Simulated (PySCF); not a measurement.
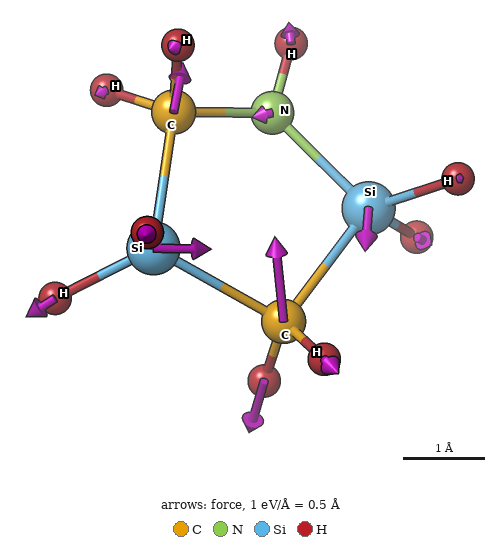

Starting geometry of C2H9NSi2 with the computed forces as purple arrows. A ball-and-stick model, seen at a tilt.

The start comes from GFN2-xTB. Its atoms were then displaced at random by about 0.01 Å.

Theory: PBE0-D3(BJ)/def2-SVP geometry optimisation, gas phase in PySCF 2.14.0, density-fitted response routines. 

**Is this structure relaxed? If not, where do the atoms go?**

It isn't relaxed: the largest force vector, on a C atom, is 2.27 eV/Å. The final displacements follow the starting forces only in part (cosine between the two patterns 0.31). Over 8 geometry steps the energy falls by 0.214 eV. The largest move after the best rigid fit is that of an H atom, 0.19 Å. Largest moves by element: H 0.19 Å, C 0.07 Å, N 0.07 Å, Si 0.05 Å. Among the contacts that change: C–H 1.053 → 1.102 Å, H–Si 1.448 → 1.496 Å, N–Si 1.696 → 1.737 Å, C–Si 1.931 → 1.891 Å. Among the angles between lasting bonds that change: N–C–H 109.1° → 113.7°, N–C–H 107.2° → 111.2°, N–C–Si 109.7° → 106.4°. The run took 77 s on 1 thread of Arm Neoverse N1, with other jobs on the host.
